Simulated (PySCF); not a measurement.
# GaHSCl2 (SMILES [SH][Ga]([Cl])[Cl]) at HF/cc-pVTZ

What is the vertical ionisation energy of GaHSCl2 at HF/cc-pVTZ? Input form: a Python script.

Program for the calculation: PySCF 2.14.0.

2 further runs of the same task are left out: 2 set aside as unsound or not needed.

## (1) Starting point

GaHSCl2 has 5 atoms, charge 0, and is taken as a singlet. As SMILES, `[SH][Ga]([Cl])[Cl]`. The coordinates come from a PBE0-D4/def2-TZVP relaxation.

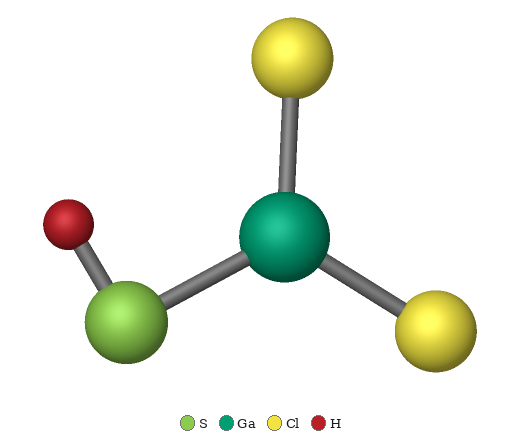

The structure, seen from a chosen angle (sulfur green, gallium teal, chlorine yellow, hydrogen red).

## (2) A single-point energy at HF/cc-pVTZ

run.py

```python
from pyscf import gto

mol = gto.M(
    atom='''
S      0.072700     1.687100     0.391900
Ga     0.276600    -0.453100     0.065500
Cl     1.930400    -1.504800     0.876600
Cl    -1.158100    -1.543300    -1.063000
H     -1.071600     1.740400    -0.312400
''',
    max_memory=1860,
    verbose=4,
    basis='cc-pvtz',
)

mf = mol.RHF()
mf.conv_tol = 1e-10
mf.kernel()
if not mf.converged:
    mf = mf.newton().run(mf.mo_coeff, mf.mo_occ)

e_tot = mf.e_tot
print('E = %.10f Eh' % e_tot)
```

Started as:

```bash
$ OMP_NUM_THREADS=1 python run.py
```

Log:

```text
PySCF version 2.14.0

[INPUT] num. atoms = 5
[INPUT] num. electrons = 82
[INPUT] charge = 0
[INPUT] spin (= nelec alpha-beta = 2S) = 0
[INPUT] symmetry False subgroup None
[INPUT] Mole.unit = angstrom
[INPUT] Symbol           X                Y                Z      unit          X                Y                Z       unit  Magmom
[INPUT]  1 S      0.072700000000   1.687100000000   0.391900000000 AA    0.137383089256   3.188156944754   0.740583668217 Bohr   0.0
[INPUT]  2 Ga     0.276600000000  -0.453100000000   0.065500000000 AA    0.522698246055  -0.856234907040   0.123777061159 Bohr   0.0
[INPUT]  3 Cl     1.930400000000  -1.504800000000   0.876600000000 AA    3.647927310860  -2.843659872246   1.656533920794 Bohr   0.0
[INPUT]  4 Cl    -1.158100000000  -1.543300000000  -1.063000000000 AA   -2.188491824859  -2.916414328041  -2.008778870413 Bohr   0.0
[INPUT]  5 H     -1.071600000000   1.740400000000  -0.312400000000 AA   -2.025030515084   3.288879347193  -0.590350441314 Bohr   0.0

nuclear repulsion = 519.532803943194
number of shells = 43
number of NR pGTOs = 304
number of NR cGTOs = 159
basis = cc-pvtz
ecp = {}

******** <class 'pyscf.scf.hf.RHF'> ********
method = RHF
initial guess = minao
damping factor = 0
level_shift factor = 0
DIIS = <class 'pyscf.scf.diis.CDIIS'>
diis_start_cycle = 1
diis_space = 8
diis_damp = 0
SCF conv_tol = 1e-10
SCF conv_tol_grad = None
SCF max_cycles = 50
direct_scf = True
direct_scf_tol = 1e-13
Set gradient conv threshold to 1e-05
Initial guess from minao.
init E= -3240.3664165059
  HOMO = -0.331109303199284  LUMO = -0.0161047047787672  gap/eV = 8.57171
cycle= 1 E= -3240.55876379725  delta_E= -0.192  |g|= 0.452  |ddm|= 1.91
  HOMO = -0.430868396618311  LUMO = 0.0231252737291497  gap/eV = 12.35380
cycle= 2 E= -3240.61013371103  delta_E= -0.0514  |g|= 0.27  |ddm|= 0.619
  HOMO = -0.414625268696573  LUMO = 0.0605455322186722  gap/eV = 12.93006
cycle= 3 E= -3240.62609405006  delta_E= -0.016  |g|= 0.0365  |ddm|= 0.274
  HOMO = -0.409503011303485  LUMO = 0.0629588336756336  gap/eV = 12.85634
cycle= 4 E= -3240.62684112232  delta_E= -0.000747  |g|= 0.0124  |ddm|= 0.0601
  HOMO = -0.409996680608655  LUMO = 0.0625506596725296  gap/eV = 12.85867
cycle= 5 E= -3240.62692536698  delta_E= -8.42e-05  |g|= 0.00344  |ddm|= 0.0206
  HOMO = -0.409944630649178  LUMO = 0.0624297905569529  gap/eV = 12.85396
cycle= 6 E= -3240.62693380413  delta_E= -8.44e-06  |g|= 0.00083  |ddm|= 0.0065
  HOMO = -0.409898413877582  LUMO = 0.0624011149690412  gap/eV = 12.85192
cycle= 7 E= -3240.62693441295  delta_E= -6.09e-07  |g|= 0.000254  |ddm|= 0.00159
  HOMO = -0.40989130772271  LUMO = 0.0624251620133802  gap/eV = 12.85239
cycle= 8 E= -3240.62693447062  delta_E= -5.77e-08  |g|= 6.77e-05  |ddm|= 0.000525
  HOMO = -0.409883058052808  LUMO = 0.0624228732865964  gap/eV = 12.85210
cycle= 9 E= -3240.62693447541  delta_E= -4.79e-09  |g|= 2.32e-05  |ddm|= 0.000148
  HOMO = -0.409880655029552  LUMO = 0.0624242283625268  gap/eV = 12.85207
cycle= 10 E= -3240.62693447601  delta_E= -6.01e-10  |g|= 6.79e-06  |ddm|= 5.94e-05
  HOMO = -0.409880387820587  LUMO = 0.0624237002010252  gap/eV = 12.85205
cycle= 11 E= -3240.62693447606  delta_E= -5.32e-11  |g|= 1.79e-06  |ddm|= 1.8e-05
  HOMO = -0.409880291855695  LUMO = 0.0624236434790229  gap/eV = 12.85204
Extra cycle  E= -3240.62693447606  delta_E= -4.55e-13  |g|= 8.32e-07  |ddm|= 2.77e-06
converged SCF energy = -3240.62693447606
E = -3240.6269344761 Eh
```

Run time: 11 s. Hardware: 1 thread of Arm Neoverse V2, shared host; peak memory 0.73 GiB.

## (3) The doublet cation at the same level

run.py

```python
from pyscf import gto, scf

system = gto.Mole()
system.atom = '''
S        0.072700       1.687100       0.391900
Ga       0.276600      -0.453100       0.065500
Cl       1.930400      -1.504800       0.876600
Cl      -1.158100      -1.543300      -1.063000
H       -1.071600       1.740400      -0.312400
'''
system.basis = 'cc-pvtz'
system.spin = 1
system.verbose = 3
system.max_memory = 1860
system.charge = 1
system.build()

mf = scf.UHF(system)
mf.conv_tol = 1e-10
mf.kernel()
if not mf.converged:
    mf = mf.newton().run(mf.mo_coeff, mf.mo_occ)

etot = mf.e_tot
print('E(%s) = %.9f' % ('HF', etot))
```

Started as:

```bash
$ OMP_NUM_THREADS=1 python run.py
```

Log:

```text
converged SCF energy = -3240.2753502207  <S^2> = 0.7635738  2S+1 = 2.0135281
E(HF) = -3240.275350221
```

Run time: 17 s. Hardware: 1 thread of Arm Neoverse V2, shared host; peak memory 0.71 GiB.

## (4) Outcome

At HF/cc-pVTZ:

| quantity | value |
| --- | --- |
| singlet GaHSCl2: total energy | -3240.62693 Eh |
| singlet GaHSCl2: dipole moment | 1.42 D |
| singlet GaHSCl2: HOMO energy | -11.15 eV |
| singlet GaHSCl2: LUMO energy | 1.70 eV |
| singlet GaHSCl2: HOMO–LUMO gap | 12.85 eV |
| doublet cation: total energy | -3240.27535 Eh |
| doublet cation: HOMO energy (highest over α and β) | -17.01 eV |
| doublet cation: LUMO energy (lowest over α and β) | -8.21 eV |
| doublet cation: ⟨S²⟩ | 0.764 |
| vertical ionisation energy (to the doublet cation) | 9.567 eV |

What this shows: Removing an electron at fixed nuclei costs 9.57 eV (923 kJ/mol). The negative HOMO energy of the first species, 11.15 eV, lies 1.59 eV above that difference. Mulliken charges (singlet GaHSCl2) run from -0.29 on Cl4 to +0.69 on Ga2; they depend strongly on the basis. Mulliken charges (doublet cation) run from -0.14 on Cl4 to +0.68 on Ga2.
